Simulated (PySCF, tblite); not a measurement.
# C8H10: circular dichroism and optical rotation, excited states

Aim: compute the circular dichroism and optical rotation, excited states of C8H10 (`C#CC(C)=C=C(C)C`).

Programs: tblite 0.8.0 and PySCF 2.14.0, with routines of our own; each step states its level. All values are computed. Atoms count from 0.

## 1. The starting structure

18 atoms, charge 0, multiplicity 1; geometry from: force field or distance geometry start.

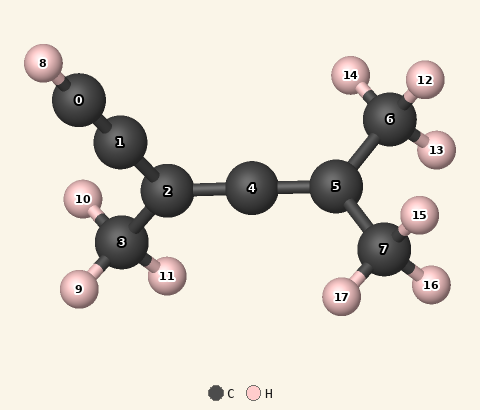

The starting geometry (carbon dark grey, hydrogen pink).

## 2. Relaxing the molecule with GFN2-xTB

What the job is given:

```
{"job": {"kind": "relax", "xc": "GFN2-xTB", "basis": "xTB"}, "charge": 0, "multiplicity": 1}
C      2.777900     1.474700     1.613400
C      2.123300     0.783700     0.867600
C      1.382800    -0.055300     0.003200
C      2.073400    -0.866700    -1.044400
C      0.079700    -0.040700     0.171000
C     -1.220100    -0.029400     0.322200
C     -1.912800    -0.963100     1.263900
C     -2.100300     0.940400    -0.399500
H      3.338700     2.095200     2.271100
H      2.634400    -0.232200    -1.714900
H      2.769300    -1.574800    -0.564800
H      1.362800    -1.462600    -1.631500
H     -2.444000    -0.401500     2.055700
H     -2.639300    -1.577600     0.723900
H     -1.212000    -1.635500     1.763200
H     -2.642300     1.575300     0.320300
H     -2.842400     0.396800    -1.001800
H     -1.537800     1.579700    -1.076800
```

Command:

```
$ OMP_NUM_THREADS=1 python excited_run.py task.json out
```

The driver reads the jobs from task.json and runs them one after another.

The log of the run:

```text
step      E/eV     max force
  0    -601.29039    1.206
  1    -601.31047    1.881
  2    -601.31798    1.578
  3    -601.33313    0.518
  4    -601.33526    0.482
  5    -601.33858    0.236
  6    -601.34087    0.107
  7    -601.34152    0.080
  8    -601.34202    0.043
  9    -601.34236    0.037
 10    -601.34255    0.040
 11    -601.34267    0.031
 12    -601.34282    0.035
 13    -601.34304    0.046
 14    -601.34340    0.052
 15    -601.34394    0.057
 16    -601.34456    0.062
 17    -601.34509    0.059
 18    -601.34548    0.051
 19    -601.34580    0.044
 20    -601.34611    0.037
 21    -601.34637    0.030
 22    -601.34653    0.028
 23    -601.34662    0.023
 24    -601.34670    0.024
 25    -601.34679    0.020
 26    -601.34686    0.019
 27    -601.34691    0.018
 28    -601.34697    0.018
 29    -601.34704    0.023
 30    -601.34714    0.024
 31    -601.34727    0.028
 32    -601.34740    0.033
 33    -601.34751    0.028
 34    -601.34760    0.020
 35    -601.34767    0.016
 36    -601.34771    0.014
 37    -601.34774    0.015
 38    -601.34777    0.018
 39    -601.34781    0.017
 40    -601.34786    0.017
 41    -601.34790    0.017
 42    -601.34795    0.020
 43    -601.34802    0.028
 44    -601.34810    0.032
 45    -601.34819    0.023
 46    -601.34825    0.020
 47    -601.34830    0.016
 48    -601.34836    0.021
 49    -601.34841    0.023
 50    -601.34844    0.013
 51    -601.34846    0.007
```

Wall time 0.29 s (1 thread of Arm Neoverse V1, shared host).

Relaxation path: (not every step is listed)

```csv
step,energy from step 0 (eV),largest force (eV/Å)
0,0.0000,1.2057
1,-0.0201,1.8811
2,-0.0276,1.5782
3,-0.0427,0.5178
4,-0.0449,0.4824
5,-0.0482,0.2360
6,-0.0505,0.1068
7,-0.0511,0.0799
8,-0.0516,0.0428
11,-0.0523,0.0307
14,-0.0530,0.0523
17,-0.0547,0.0592
20,-0.0557,0.0373
23,-0.0562,0.0233
26,-0.0565,0.0189
29,-0.0566,0.0226
32,-0.0570,0.0326
35,-0.0573,0.0163
38,-0.0574,0.0185
41,-0.0575,0.0168
44,-0.0577,0.0323
46,-0.0579,0.0197
47,-0.0579,0.0162
48,-0.0580,0.0208
49,-0.0580,0.0226
50,-0.0580,0.0132
51,-0.0581,0.0073
```

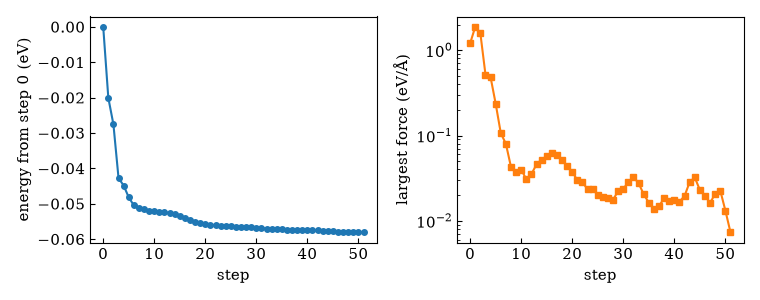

Energy and force, step by step.

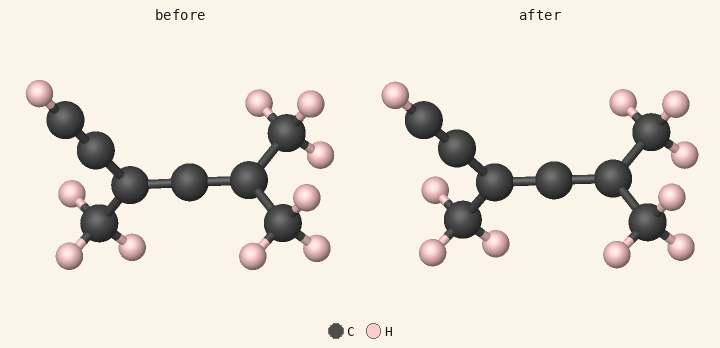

Before and after, at one scale.

Distances of close pairs at the start and the end, largest changes first:

```csv
bond,before (Å),after (Å),change (Å)
C6–H12,1.107,1.090,-0.017
C0–H8,1.064,1.049,-0.015
C2–C3,1.494,1.507,+0.013
C3–H10,1.103,1.090,-0.013
C7–H15,1.102,1.090,-0.013
C3–H11,1.098,1.087,-0.010
C4–C5,1.309,1.299,-0.010
C3–H9,1.080,1.090,+0.010
```

The final coordinates are the input of the step that follows.

## 3. Vibrational analysis with GFN2-xTB

What the job is given:

```
{"job": {"kind": "ir", "xc": "GFN2-xTB", "basis": "xTB"}, "charge": 0, "multiplicity": 1}
C      2.884561     1.459549     1.567945
C      2.168340     0.788839     0.876340
C      1.351418    -0.018247     0.041963
C      2.067876    -0.846443    -0.993447
C      0.050464    -0.019991     0.188307
C     -1.240711    -0.028183     0.328035
C     -1.940828    -0.988446     1.250787
C     -2.133872     0.929229    -0.413093
H      3.499881     2.051572     2.177479
H      2.634937    -0.198889    -1.662036
H      2.767627    -1.526437    -0.507798
H      1.354059    -1.423890    -1.575861
H     -2.485106    -0.435422     2.015992
H     -2.660370    -1.586881     0.692113
H     -1.229467    -1.651718     1.735905
H     -2.681039     1.548931     0.296935
H     -2.861140     0.378023    -1.009038
H     -1.555389     1.574721    -1.068745
```

The log of the run:

```text
mode    cm-1     km/mol
  1      78.7      0.49
  2      92.2      0.36
  3     113.4      0.47
  4     117.1      0.02
  5     129.8      0.02
  6     148.6      0.49
  7     174.8      0.34
  8     244.8      0.23
  9     311.8      0.03
 10     371.1      2.27
 11     422.5      0.98
 12     449.1      5.61
 13     517.3      1.53
 14     525.1      0.01
 15     641.8     12.35
 16     648.3      8.45
 17     686.2      8.28
 18     884.0      5.40
 19     969.6      0.32
 20     974.1      0.37
 21     994.8      5.56
 22    1026.6      5.32
 23    1066.5      9.11
 24    1083.9     66.37
 25    1194.7      4.87
 26    1201.7     14.46
 27    1390.0      2.90
 28    1390.9      0.81
 29    1401.2      0.03
 30    1434.5      6.80
 31    1474.2      2.44
 32    1476.2      1.35
 33    1478.5      1.18
 34    1483.3      6.74
 35    1485.7      7.22
 36    1502.1      1.43
 37    2060.1     10.11
 38    2254.1      6.09
 39    2995.4      0.20
 40    2998.1     62.88
 41    3001.6     28.77
 42    3007.0      2.17
 43    3012.8    105.38
 44    3014.0     17.49
 45    3043.9     28.63
 46    3047.9     43.22
 47    3049.1     12.44
 48    3391.7      2.32
```

Run time: 0.56 s. Hardware: 1 thread of Arm Neoverse V1, shared host.

The strongest bands and the atoms that carry them (share of the mass-weighted mode):

| cm⁻¹ | km/mol | atoms |
| --- | --- | --- |
| 1084 | 66.4 | H14 12 %, H17 12 %, C2 11 % |
| 1202 | 14.5 | C5 64 %, C6 10 %, C7 10 % |
| 2998 | 62.9 | H16 29 %, H15 23 %, H13 22 %, H12 17 % |
| 3002 | 28.8 | H10 46 %, H9 46 % |
| 3013 | 105.4 | H15 27 %, H12 25 %, H16 22 %, H13 19 % |
| 3014 | 17.5 | H9 47 %, H10 47 % |
| 3044 | 28.6 | H11 93 % |
| 3048 | 43.2 | H14 70 %, H17 23 % |

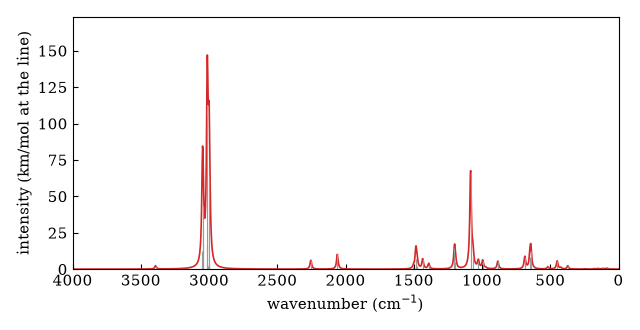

The infrared spectrum from these modes, unscaled. Lines are broadened to a width of 14 cm⁻¹ (Lorentzian).

## 4. Circular dichroism and optical rotation: TDDFT CAM-B3LYP/def2-SVPD

Settings changed since step 3:

```diff
@@ -1,2 +1,2 @@
-{"job": {"kind": "ir", "xc": "GFN2-xTB", "basis": "xTB"}, "charge": 0, "multiplicity": 1}
+{"job": {"kind": "ecd", "xc": "CAM-B3LYP", "basis": "def2-SVPD", "nstates": 16}, "charge": 0, "multiplicity": 1}
 C      2.884561     1.459549     1.567945
```

Method: TDDFT CAM-B3LYP/def2-SVPD circular dichroism and optical rotation, one conformer, gas phase.

The log of the run:

```text
coarse grid: 14888 points
cycle   1  E = -310.2426763489  dE =  1.185e+00  |g| = 3.466e-01  |ddm| = 1.628e+01
cycle   2  E = -310.2662638008  dE = -2.359e-02  |g| = 2.293e-01  |ddm| = 2.495e+00
cycle   3  E = -310.2789344418  dE = -1.267e-02  |g| = 5.074e-02  |ddm| = 7.724e-01
cycle   4  E = -310.2792610400  dE = -3.266e-04  |g| = 3.786e-02  |ddm| = 2.993e-01
cycle   5  E = -310.2796132499  dE = -3.522e-04  |g| = 7.068e-03  |ddm| = 1.206e-01
cycle   6  E = -310.2796239015  dE = -1.065e-05  |g| = 2.398e-03  |ddm| = 2.033e-02
cycle   7  E = -310.2796253872  dE = -1.486e-06  |g| = 6.506e-04  |ddm| = 1.046e-02
final grid: 143384 points
cycle   8  E = -310.3479694473  dE = -4.025e-05  |g| = 3.608e-03  |ddm| = 1.702e-01
cycle   9  E = -310.3479704753  dE = -1.028e-06  |g| = 3.113e-03  |ddm| = 2.352e-02
cycle  10  E = -310.3479728153  dE = -2.340e-06  |g| = 4.502e-04  |ddm| = 1.027e-02
cycle  11  E = -310.3479728575  dE = -4.212e-08  |g| = 1.899e-04  |ddm| = 1.701e-03
cycle  12  E = -310.3479728660  dE = -8.532e-09  |g| = 6.434e-05  |ddm| = 6.682e-04
cycle  13  E = -310.3479728670  dE = -9.724e-10  |g| = 1.659e-05  |ddm| = 1.486e-04
converged SCF energy = -310.3479728670

Singlet excitations and rotatory strengths (1e-40 esu^2 cm^2)
state   eV       nm     f(len)   f(vel)    R(len)    R(vel)   main configurations
  1   5.3667   231.0  0.00017  0.00014     0.143     0.143   H-1->L 0.89
  2   5.6518   219.4  0.00007  0.00018    -1.270    -1.244   H->L+2 0.63, H->L+1 0.12
  3   5.8147   213.2  0.36801  0.35969     1.438     1.415   H->L 0.82
  4   6.0327   205.5  0.00001  0.00000    -0.188    -0.187   H-2->L 0.87
  5   6.4160   193.2  0.00002  0.00020    -0.128    -0.129   H->L+1 0.71, H->L+3 0.14
  6   6.7555   183.5  0.00011  0.00003     0.026     0.026   H->L+6 0.68, H-3->L+2 0.09
  7   6.8010   182.3  0.00852  0.00820     0.036     0.033   H-1->L+1 0.88
  8   7.2874   170.1  0.74010  0.72753     0.209     0.209   H-1->L+2 0.85
  9   7.3956   167.6  0.05081  0.06394    -5.210    -5.391   H->L+3 0.68, H->L+4 0.10
 10   7.3986   167.6  0.41186  0.40198     4.768     4.940   H-3->L 0.30, H-2->L+2 0.20, H->L 0.12
 11   7.6884   161.3  0.00002  0.00011    -0.268    -0.259   H->L+4 0.77, H->L+2 0.10
 12   7.7558   159.9  0.10983  0.12396     0.134     0.127   H-2->L+1 0.42, H-2->L+3 0.28, H-1->L+3 0.20
 13   8.0051   154.9  0.06713  0.06908     0.083     0.083   H-1->L+3 0.51, H-1->L+4 0.12, H-2->L+1 0.09
 14   8.0822   153.4  0.01277  0.01328     0.124     0.131   H->L+5 0.60, H-3->L 0.21
 15   8.1658   151.8  0.00222  0.00307    -0.305    -0.311   H->L+7 0.79
 16   8.2208   150.8  0.00011  0.00013     0.157     0.161   H-1->L+5 0.94

Specific rotation (deg / (dm g/mL))
    nm     length   length(OI)   velocity    alpha(len)  alpha(vel)
  633.0       0.01       0.01      -0.04      106.384    106.225
  589.3      -0.00      -0.00      -0.06      107.041    106.880
  546.0      -0.02      -0.02      -0.08      107.876    107.712
  436.0      -0.16      -0.16      -0.25      111.492    111.314
  405.0      -0.28      -0.27      -0.37      113.232    113.047
  365.0      -0.57      -0.56      -0.67      116.423    116.222
  355.0      -0.70      -0.69      -0.80      117.468    117.261
```

Wall time 1.8 min (1 thread of Arm Neoverse V1, shared host); peak memory 1.1 GiB.

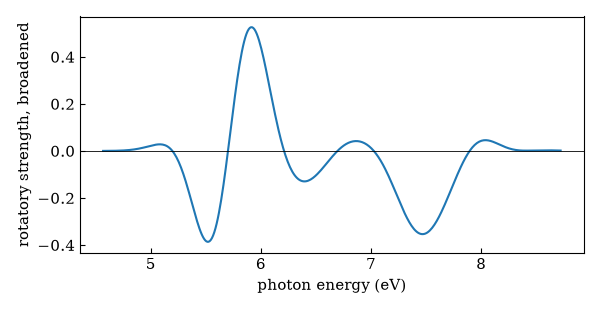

Circular dichroism: velocity-form rotatory strengths under Gaussians of 0.3 eV half-width at 1/e.

## 5. Excited states: TDA BHandHLYP/def2-SVPD

Settings changed since step 4:

```diff
@@ -1,2 +1,2 @@
-{"job": {"kind": "ecd", "xc": "CAM-B3LYP", "basis": "def2-SVPD", "nstates": 16}, "charge": 0, "multiplicity": 1}
+{"job": {"kind": "states", "xc": "BHandHLYP", "basis": "def2-SVPD", "tda": true, "soc": true, "nstates": 8, "ntriplets": 6, "nquad": 4}, "charge": 0, "multiplicity": 1}
 C      2.884561     1.459549     1.567945
```

Method: TDA BHandHLYP/def2-SVPD excited states, vertical, gas phase, spin-orbit mean-field couplings.

The log of the run:

```text
coarse grid: 14888 points
cycle   1  E = -310.2497429570  dE =  1.240e+00  |g| = 3.506e-01  |ddm| = 1.379e+01
cycle   2  E = -310.2805497994  dE = -3.081e-02  |g| = 1.915e-01  |ddm| = 2.353e+00
cycle   3  E = -310.2892372152  dE = -8.687e-03  |g| = 5.894e-02  |ddm| = 7.251e-01
cycle   4  E = -310.2897960783  dE = -5.589e-04  |g| = 3.776e-02  |ddm| = 3.122e-01
cycle   5  E = -310.2901577644  dE = -3.617e-04  |g| = 5.720e-03  |ddm| = 1.114e-01
cycle   6  E = -310.2901644026  dE = -6.638e-06  |g| = 2.425e-03  |ddm| = 1.751e-02
final grid: 143384 points
cycle   7  E = -310.3346030576  dE = -2.085e-05  |g| = 4.262e-03  |ddm| = 1.485e-01
cycle   8  E = -310.3345989709  dE =  4.087e-06  |g| = 5.833e-03  |ddm| = 2.583e-02
cycle   9  E = -310.3346079696  dE = -8.999e-06  |g| = 7.868e-04  |ddm| = 1.207e-02
cycle  10  E = -310.3346081164  dE = -1.468e-07  |g| = 1.648e-04  |ddm| = 2.059e-03
cycle  11  E = -310.3346081220  dE = -5.642e-09  |g| = 8.420e-05  |ddm| = 7.138e-04
cycle  12  E = -310.3346081239  dE = -1.852e-09  |g| = 7.747e-06  |ddm| = 3.094e-04
cycle  13  E = -310.3346081239  dE = -1.830e-11  |g| = 3.130e-06  |ddm| = 4.227e-05
converged SCF energy = -310.3346081239

Singlet excitations
state   eV       nm        f     d(h-e)  d(exc)  Lambda  PR(NTO)  |dmu|/D   mu/D   main configurations
  1   5.4438   227.8   0.00019   1.091   2.966   0.466   1.184    3.301    4.530   H-1->L 0.86
  2   5.7463   215.8   0.00007   0.496   2.991   0.412   1.347    1.333    0.141   H->L+2 0.58, H->L+3 0.09
  3   6.0179   206.0   0.38358   0.264   2.855   0.732   1.548    0.621    0.636   H->L 0.71
  4   6.1181   202.7   0.00000   0.714   2.680   0.417   1.151    2.554    1.313   H-2->L 0.84
  5   6.5002   190.7   0.00001   0.581   3.844   0.322   1.043                     H->L+1 0.75, H->L+3 0.13
  6   6.8195   181.8   0.00022   0.496   2.774   0.399   1.401                     H->L+6 0.30, H->L+7 0.29, H-3->L+2 0.09
  7   6.9508   178.4   0.00486   0.401   3.659   0.383   1.017                     H-1->L+1 0.91
  8   7.4265   166.9   0.05116   0.861   4.627   0.359   1.055                     H->L+3 0.71, H->L+2 0.11

Triplet excitations (Tamm-Dancoff)
state   eV     d(h-e)  d(exc)  Lambda  PR(NTO)   main configurations
  1   3.7294   0.169   2.597   0.781   1.123   H->L 0.88
  2   4.6552   0.067   2.297   0.557   1.047   H-1->L+2 0.52, H-1->L+3 0.10, H-1->L+4 0.08
  3   5.0812   1.175   2.900   0.467   1.070   H-1->L 0.90
  4   5.3390   0.482   2.781   0.407   1.679   H->L+2 0.48, H-2->L 0.16
  5   5.5629   0.094   2.089   0.511   1.696   H-2->L+2 0.21, H-2->L+7 0.19, H-3->L 0.13
  6   5.7772   0.736   2.731   0.410   1.792   H-2->L 0.60, H->L+2 0.16
S1 - T1 = 1.7144 eV

Spin-orbit couplings |<S|Hso|T>| (cm-1)
             T1       T2       T3       T4       T5       T6
S0        0.028    0.270    7.288    4.803    0.194    9.282
S1        2.996    4.923    0.018    0.401    2.405    1.077
S2        3.237    4.017    0.097    0.257    2.755    0.774
S3        0.019    0.124    6.276   12.860    0.119   10.187
S4        6.052    2.111    1.429    0.226    4.113    0.040
S5        0.797    0.373    0.047    0.274    1.264    0.366
S6        7.881    2.563    0.274    1.995    5.306    1.005
S7        0.122    1.188    0.897    0.230    0.195    0.526
S8        1.260    0.100    0.168    0.801    0.699    0.208
T1 sublevels (cm-1): 0.000 0.002 0.003   radiative rates (1/s): 0.00281 6.8e-05 0.0413
```

It took 48 s on 1 thread of Arm Neoverse V1, shared host; peak memory 0.96 GiB.

Key values:

```csv
quantity,value
S1 less T1,1.71 eV
```

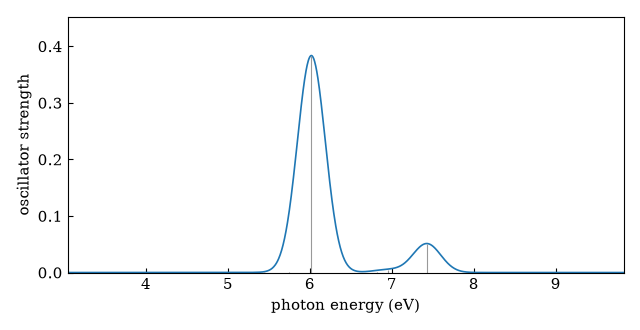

Absorption lines of the singlets. Lines are broadened to a width of 0.40 eV (Gaussian).

## 6. Summary of results

```
                                                                                       quantity                                                        value
                                                      strongest single infrared mode (GFN2-xTB)                                        3013 cm⁻¹, 105 km/mol
                                                                   zero-point energy (GFN2-xTB)                                                92.2 kcal/mol
state of largest rotatory strength (velocity form) among 16 (step 4, TDDFT CAM-B3LYP/def2-SVPD)  7.40 eV, R = -5.4 (velocity), -5.2 (length) ·10⁻⁴⁰ esu² cm²
                              specific rotation at 633.0 nm (step 4, TDDFT CAM-B3LYP/def2-SVPD)                                 0.0 (velocity), 0.0 (length)
                                                   S1 less T1 (step 5, TDA BHandHLYP/def2-SVPD)                                                      1.71 eV
```

**Reading.** All 48 modes are real, so the xTB geometry is a minimum. GFN2-xTB is a fitted tight-binding method: band positions and strengths are rough. Its intensities can rank the bands wrongly. The geometry is achiral, so these rotations and rotatory strengths are numerical residue. In step 5, the number of triplets below S1 is 4, and the largest singlet-triplet spin-orbit coupling is S3–T4, 12.86 cm⁻¹.
